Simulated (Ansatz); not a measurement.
The calculation's input:

```
crystal:
  periodic: [false, false, false]
  atoms:
    - { symbol: Ge, position_ang: [0.258953, -0.051259, -0.00931] }
    - { symbol: O, position_ang: [0.72386, -0.080783, 1.701169] }
    - { symbol: H, position_ang: [-0.01102, -0.141417, 2.348384] }
    - { symbol: H, position_ang: [1.759723, 0.070709, -0.293998] }
    - { symbol: Cl, position_ang: [-0.904772, 1.73403, -0.541966] }
    - { symbol: H, position_ang: [-0.569144, -1.265979, -0.50098] }
basis:
  gaussian: { orbitals: def2-SVP }
hamiltonian:
  xc: blyp
  dispersion: d4
relax:
  f_tol: 0.03
  max_steps: 50
output:
  orbitals: {}
```

Launched as:

```sh
ansatz run input.yaml --threads 1 --pin off --max-ram 2048MiB --backend cpu --events-out ev --progress --plain --runs-dir out
```

The fields are those of the run's last geometry, not of the input's.

Theory: RKS BLYP-D4/def2-SVP (Ansatz).

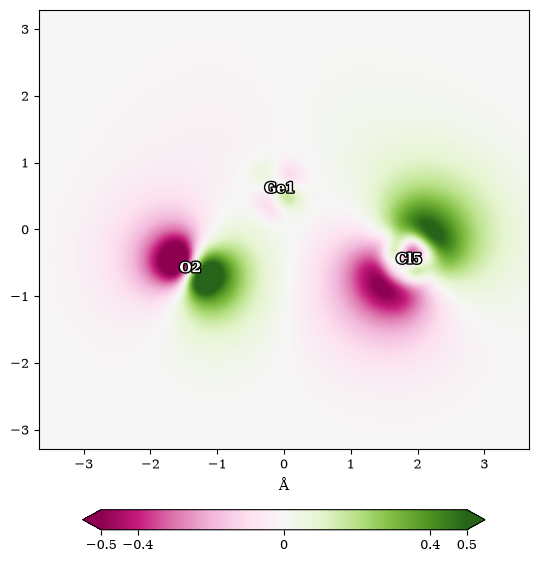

ClGeH3O. The HOMO−1 on the plane of atoms O2, Ge1 and Cl5 (values in Å⁻³ᐟ²; the overall sign is arbitrary).

Question: What is the character of this orbital?

Answer: Its weight (Hirshfeld) is mainly on Cl5 (about 70 %) and O2 (about 20 %); largely a lone pair of Cl5. Its energy is −7.01 eV.
